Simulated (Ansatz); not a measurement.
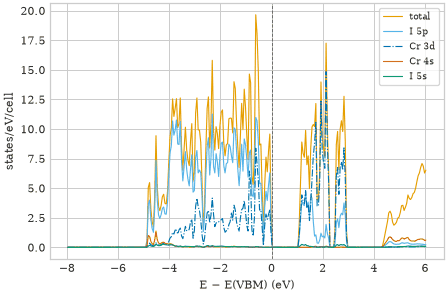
*Total and projected density of states of CrI3 in space group R-3 (No. 148; Cr on 6c, I on 18f), PBEsol (plane waves, PAW; program Ansatz)*

**Question.** Which orbitals carry the states next to the gap?

**Answer.** Top 1 eV of the valence band: I 5p 63 %, Cr 3d 35 %. Bottom 1 eV of the conduction band: Cr 3d 67 %, I 5p 29 %. Projections are on Löwdin-orthogonalised atomic valence shells; empty p or d shells of many metals are not among them.

**Question.** Where is the tallest occupied peak in this window, and what makes it?

**Answer.** Near -0.6 eV, about 20 states/eV per cell; the largest projected share is I 5p.

Symmetry was held in the PBEsol relaxation. The final state is ferromagnetic, chosen from 4 collinear starts compared on coarse meshes (ties went to the first, and starts can fall back to one state), not a proven ground state. The volume moved by 18 % from the start of the relaxation. No Hubbard U is applied. A crystal of weakly bound layers computed without a dispersion correction: the cell and the soft elastic constants depend strongly on that. Spin–orbit coupling is left out wherever it is not named.

Potentials: the later of the program's two PAW sets.
